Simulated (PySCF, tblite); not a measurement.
# C6H7N2−: a rotation path, then NMR shifts on frames, part 2 of 2

tblite 0.8.0 and PySCF 2.14.0. Atoms count from 0. The steps go on from the part before.

## Step 5: Nuclear shieldings: image 4, PBE0/pcSseg-1

Job settings and geometry (Å):

```
{"job": {"kind": "nmr", "xc": "PBE0", "basis": "pcSseg-1", "pop": false}, "charge": -1, "multiplicity": 1}
C     -0.442600     1.529100    -1.378100
C     -0.463000     0.347400    -0.769500
C     -1.536700    -0.660800    -1.091700
C      0.532800    -0.053900     0.221300
C      1.763200    -0.690200     0.015800
N      2.376600    -0.914800     1.175900
N      1.600600    -0.450100     2.157900
C      0.499100     0.064900     1.615200
H      0.313600     2.265400    -1.160700
H     -1.181200     1.808600    -2.119200
H     -1.086700    -1.573900    -1.483000
H     -2.084400    -0.927400    -0.187700
H     -2.240300    -0.270000    -1.829100
H      2.215200    -0.979600    -0.924300
H     -0.270600     0.513300     2.229600
```

Level: GIAO PBE0/pcSseg-1 NMR shielding, non-relativistic, gas phase.

Log:

```text
coarse grid: 12984 points
cycle   1  E = -341.7628667736  dE =  1.318e+00  |g| = 5.078e-01  |ddm| = 3.862e+00
cycle   2  E = -341.7670817022  dE = -4.215e-03  |g| = 5.502e-01  |ddm| = 1.867e+00
cycle   3  E = -341.8432067871  dE = -7.613e-02  |g| = 1.182e-01  |ddm| = 9.276e-01
cycle   4  E = -341.8452476283  dE = -2.041e-03  |g| = 6.573e-02  |ddm| = 1.710e-01
cycle   5  E = -341.8462494881  dE = -1.002e-03  |g| = 1.365e-02  |ddm| = 1.044e-01
cycle   6  E = -341.8462843048  dE = -3.482e-05  |g| = 6.607e-03  |ddm| = 1.974e-02
cycle   7  E = -341.8462949420  dE = -1.064e-05  |g| = 1.159e-03  |ddm| = 6.619e-03
cycle   8  E = -341.8462952514  dE = -3.094e-07  |g| = 2.835e-04  |ddm| = 1.374e-03
final grid: 126840 points
cycle   9  E = -341.8913647718  dE = -3.375e-05  |g| = 7.372e-03  |ddm| = 3.729e-02
cycle  10  E = -341.8913627415  dE =  2.030e-06  |g| = 8.030e-03  |ddm| = 1.769e-02
cycle  11  E = -341.8913788228  dE = -1.608e-05  |g| = 1.268e-03  |ddm| = 9.074e-03
cycle  12  E = -341.8913791947  dE = -3.719e-07  |g| = 2.311e-04  |ddm| = 1.271e-03
cycle  13  E = -341.8913792046  dE = -9.986e-09  |g| = 1.022e-04  |ddm| = 4.060e-04
cycle  14  E = -341.8913792068  dE = -2.179e-09  |g| = 4.394e-05  |ddm| = 1.695e-04
cycle  15  E = -341.8913792073  dE = -4.400e-10  |g| = 9.482e-06  |ddm| = 5.045e-05
converged SCF energy = -341.8913792073

GIAO shielding tensors (ppm)
atom      isotropic    diamagn.    paramagn.     s11        s22        s33       span
  0 C       76.643     252.490    -175.847    -20.170    111.105    138.994    159.164
  1 C       23.700     255.786    -232.087   -100.204     13.469    157.834    258.037
  2 C      152.449     247.011     -94.562    132.809    138.938    185.601     52.793
  3 C       67.802     252.310    -184.509      5.958     60.139    137.308    131.350
  4 C       52.287     247.540    -195.253    -40.868     82.303    115.425    156.293
  5 N     -100.368     334.197    -434.565   -321.617   -150.098    170.609    492.226
  6 N     -101.088     334.226    -435.314   -322.601   -150.355    169.691    492.292
  7 C       52.920     247.910    -194.990    -40.419     81.895    117.282    157.701
  8 H       27.260      32.494      -5.235     23.824     26.018     31.937      8.113
  9 H       26.796      31.503      -4.707     23.786     25.915     30.688      6.903
 10 H       29.647      29.765      -0.118     26.122     29.099     33.719      7.597
 11 H       29.666      30.053      -0.388     26.054     29.234     33.709      7.655
 12 H       29.911      30.459      -0.548     26.484     28.283     34.965      8.481
 13 H       24.723      32.592      -7.869     23.410     23.509     27.249      3.839
 14 H       24.717      32.853      -8.136     23.397     23.510     27.244      3.847
```

It took 67 s on 1 thread, shared host.

Key values: δ C1 163.2, C4 134.6, C7 134.0, C3 119.1, H14 7.00, H13 6.99 ppm.

## Step 6: Nuclear shieldings: image 6, PBE0/pcSseg-1

Job settings and geometry (Å):

```
{"job": {"kind": "nmr", "xc": "PBE0", "basis": "pcSseg-1", "pop": false}, "charge": -1, "multiplicity": 1}
C     -0.233400     1.312000    -1.669200
C     -0.433600     0.316300    -0.801800
C     -1.713700    -0.479300    -0.838800
C      0.540300    -0.072500     0.191500
C      1.934400    -0.200900     0.062600
N      2.480200    -0.611800     1.199800
N      1.504600    -0.731700     2.115900
C      0.348700    -0.437600     1.534500
H      0.667700     1.901600    -1.652000
H     -0.964200     1.575900    -2.422000
H     -1.492400    -1.526000    -1.054400
H     -2.214600    -0.444000     0.127500
H     -2.394400    -0.101000    -1.603000
H      2.536300    -0.056400    -0.824100
H     -0.570300    -0.436600     2.105900
```

With the program's defaults for keys left out, this is: GIAO PBE0/pcSseg-1 NMR shielding, non-relativistic, gas phase.

Log:

```text
coarse grid: 12984 points
cycle   1  E = -341.7709293261  dE =  1.316e+00  |g| = 5.045e-01  |ddm| = 3.892e+00
cycle   2  E = -341.7756139504  dE = -4.685e-03  |g| = 5.447e-01  |ddm| = 1.840e+00
cycle   3  E = -341.8498329640  dE = -7.422e-02  |g| = 1.220e-01  |ddm| = 9.110e-01
cycle   4  E = -341.8520911402  dE = -2.258e-03  |g| = 6.530e-02  |ddm| = 1.752e-01
cycle   5  E = -341.8530947344  dE = -1.004e-03  |g| = 1.205e-02  |ddm| = 1.070e-01
cycle   6  E = -341.8531202888  dE = -2.555e-05  |g| = 6.276e-03  |ddm| = 1.888e-02
cycle   7  E = -341.8531299960  dE = -9.707e-06  |g| = 1.074e-03  |ddm| = 6.598e-03
final grid: 126840 points
cycle   8  E = -341.8978884564  dE = -3.844e-05  |g| = 6.920e-03  |ddm| = 3.953e-02
cycle   9  E = -341.8978874808  dE =  9.755e-07  |g| = 7.393e-03  |ddm| = 1.620e-02
cycle  10  E = -341.8979006708  dE = -1.319e-05  |g| = 1.136e-03  |ddm| = 7.975e-03
cycle  11  E = -341.8979009460  dE = -2.751e-07  |g| = 3.569e-04  |ddm| = 1.588e-03
cycle  12  E = -341.8979009734  dE = -2.745e-08  |g| = 1.097e-04  |ddm| = 5.753e-04
cycle  13  E = -341.8979009762  dE = -2.809e-09  |g| = 2.396e-05  |ddm| = 1.285e-04
cycle  14  E = -341.8979009763  dE = -1.298e-10  |g| = 6.669e-06  |ddm| = 3.096e-05
converged SCF energy = -341.8979009763

GIAO shielding tensors (ppm)
atom      isotropic    diamagn.    paramagn.     s11        s22        s33       span
  0 C       88.954     252.586    -163.632      4.472    118.013    144.375    139.904
  1 C       32.610     256.280    -223.670    -88.368     25.275    160.922    249.290
  2 C      157.975     247.023     -89.047    136.044    152.489    185.392     49.348
  3 C       65.099     251.697    -186.597     11.861     42.993    140.444    128.582
  4 C       49.835     247.845    -198.010    -44.701     78.231    115.976    160.677
  5 N     -105.091     333.673    -438.763   -336.434   -151.290    172.452    508.886
  6 N     -107.919     333.520    -441.439   -335.348   -156.675    168.266    503.614
  7 C       51.513     248.885    -197.372    -47.134     77.172    124.500    171.633
  8 H       27.373      32.960      -5.587     24.077     25.749     32.292      8.215
  9 H       27.505      31.513      -4.008     25.269     25.585     31.662      6.392
 10 H       29.738      29.713       0.026     26.660     28.266     34.289      7.629
 11 H       29.438      30.502      -1.065     24.946     29.278     34.090      9.144
 12 H       30.180      30.362      -0.182     26.219     29.311     35.009      8.789
 13 H       24.454      32.880      -8.426     22.916     23.313     27.132      4.215
 14 H       24.485      33.036      -8.552     22.666     23.036     27.753      5.087
```

It took 62 s on 1 thread, shared host.

This run: δ C1 154.3, C4 137.1, C7 135.4, C3 121.8, H13 7.26, H14 7.23 ppm.

## Step 7: NMR shieldings: image 8, PBE0/pcSseg-1

Job settings and geometry (Å):

```
{"job": {"kind": "nmr", "xc": "PBE0", "basis": "pcSseg-1", "pop": false}, "charge": -1, "multiplicity": 1}
C     -0.118900     1.018700    -1.914300
C     -0.404500     0.271000    -0.839600
C     -1.812100    -0.231500    -0.633400
C      0.557000    -0.098300     0.159900
C      1.928700     0.214600     0.255500
N      2.466600    -0.322800     1.338600
N      1.503400    -1.001900     1.997300
C      0.373200    -0.880400     1.318100
H      0.873300     1.394900    -2.097700
H     -0.870300     1.280200    -2.647200
H     -1.823300    -1.321800    -0.602300
H     -2.209500     0.130800     0.315600
H     -2.469800     0.102300    -1.437700
H      2.532300     0.805600    -0.418200
H     -0.530600    -1.353500     1.678000
```

With the program's defaults for keys left out, this is: GIAO PBE0/pcSseg-1 NMR shielding, non-relativistic, gas phase.

Log:

```text
coarse grid: 12984 points
cycle   1  E = -341.7745668506  dE =  1.308e+00  |g| = 5.034e-01  |ddm| = 3.971e+00
cycle   2  E = -341.7798515940  dE = -5.285e-03  |g| = 5.411e-01  |ddm| = 1.858e+00
cycle   3  E = -341.8526163514  dE = -7.276e-02  |g| = 1.255e-01  |ddm| = 9.167e-01
cycle   4  E = -341.8550493726  dE = -2.433e-03  |g| = 6.573e-02  |ddm| = 1.852e-01
cycle   5  E = -341.8560808416  dE = -1.031e-03  |g| = 1.051e-02  |ddm| = 1.147e-01
cycle   6  E = -341.8560997651  dE = -1.892e-05  |g| = 5.729e-03  |ddm| = 1.746e-02
cycle   7  E = -341.8561076944  dE = -7.929e-06  |g| = 9.748e-04  |ddm| = 5.855e-03
final grid: 126840 points
cycle   8  E = -341.9013932750  dE = -3.803e-05  |g| = 7.460e-03  |ddm| = 5.080e-02
cycle   9  E = -341.9013910586  dE =  2.216e-06  |g| = 8.279e-03  |ddm| = 1.827e-02
cycle  10  E = -341.9014071154  dE = -1.606e-05  |g| = 1.661e-03  |ddm| = 9.600e-03
cycle  11  E = -341.9014077428  dE = -6.274e-07  |g| = 3.369e-04  |ddm| = 2.281e-03
cycle  12  E = -341.9014077667  dE = -2.395e-08  |g| = 1.199e-04  |ddm| = 6.318e-04
cycle  13  E = -341.9014077702  dE = -3.471e-09  |g| = 2.602e-05  |ddm| = 1.426e-04
cycle  14  E = -341.9014077703  dE = -1.479e-10  |g| = 7.912e-06  |ddm| = 3.125e-05
converged SCF energy = -341.9014077703

GIAO shielding tensors (ppm)
atom      isotropic    diamagn.    paramagn.     s11        s22        s33       span
  0 C       96.849     253.271    -156.422     13.200    132.940    144.407    131.206
  1 C       39.006     257.267    -218.260    -79.805     33.298    163.526    243.331
  2 C      160.853     247.477     -86.624    139.346    156.963    186.249     46.903
  3 C       66.731     252.104    -185.373     18.464     38.992    142.737    124.273
  4 C       50.249     247.736    -197.486    -49.358     73.975    126.131    175.490
  5 N     -111.259     333.429    -444.688   -347.474   -158.250    171.946    519.420
  6 N     -105.364     333.054    -438.418   -334.961   -151.398    170.266    505.227
  7 C       49.758     248.365    -198.607    -50.559     75.981    123.851    174.410
  8 H       27.037      33.411      -6.375     23.179     26.678     31.253      8.073
  9 H       27.929      31.369      -3.440     25.797     25.954     32.037      6.241
 10 H       29.430      30.172      -0.742     25.529     28.614     34.146      8.617
 11 H       29.441      30.448      -1.007     25.535     28.642     34.145      8.611
 12 H       30.454      30.165       0.289     26.525     29.944     34.893      8.368
 13 H       23.945      33.163      -9.219     21.912     22.733     27.189      5.278
 14 H       24.477      33.013      -8.536     22.630     22.675     28.126      5.496
```

Run time: 67 s. Hardware: 1 thread, shared host.

Key values: δ C1 147.9, C7 137.2, C4 136.7, C3 120.2, H13 7.77, H14 7.24 ppm.

## Step 8: Comparing the runs: NMR shifts

Shifts (ppm) of some atoms, chosen among heavy atoms and hydrogens apart, with basis size and wall time:

```csv
frame,C1,C0,C2,H13,H9,N6,N5,functions,time
image 0,147.9,90.1,26.1,7.24,3.79,379.1,373.1,171,87 s
image 2,155.3,99.4,29.8,7.22,4.30,372.2,375.2,171,59 s
image 4,163.2,110.3,34.5,6.99,4.92,368.8,368.1,171,67 s
image 6,154.3,98.0,28.9,7.26,4.21,375.6,372.8,171,62 s
image 8,147.9,90.1,26.1,7.77,3.79,373.1,379.0,171,67 s
```

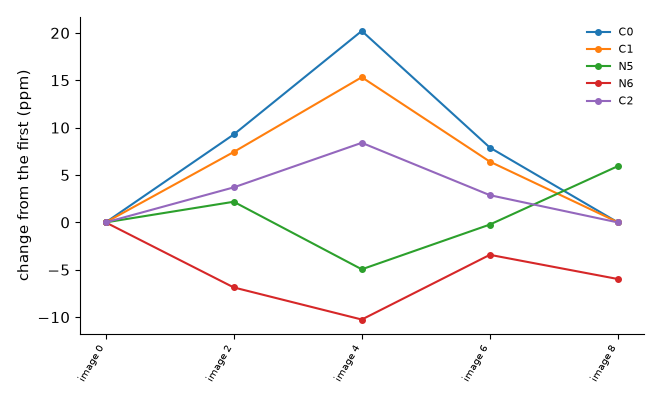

How five of the tabulated atoms move from run to run.

## Step 9: What came out

The summary covers parts 1 to 2.

| quantity | value |
| --- | --- |
| barrier | 0.238 eV (5.5 kcal/mol) at image 4 |
| end to end (GFN2-xTB) | 0.000 eV |
| 13C shifts against TMS (PBE0/pcSseg-1, image 0) | 147.9, 137.2, 136.7, 120.2, 90.1, 26.1 ppm |
| 1H shifts against TMS (PBE0/pcSseg-1, image 0) | 7.78, 7.24, 4.68, 3.79, 2.29, 2.28, 1.26 ppm |
| 15N shifts against NH3 (PBE0/pcSseg-1, image 0) | 379.1, 373.1 ppm |
| range of the shift of C0 | 90.1 to 110.3 ppm |

What this shows: Along the band the dihedral turns by 180°, and the top (dihedral -87°) lies 5.5 kcal/mol above the start (GFN2-xTB, rough), so at room temperature this motion is fast. The top was not checked by a frequency run. Shifts at one fixed geometry are not the observed spectrum, which averages over the motion. NICS(1)zz of -29 ppm above the planar ring from C3 marks a diatropic (aromatic) ring current. In ppm, C0 moves most: its shift spreads over 20.2 ppm, from 90.1 (image 0) to 110.3 (image 4).
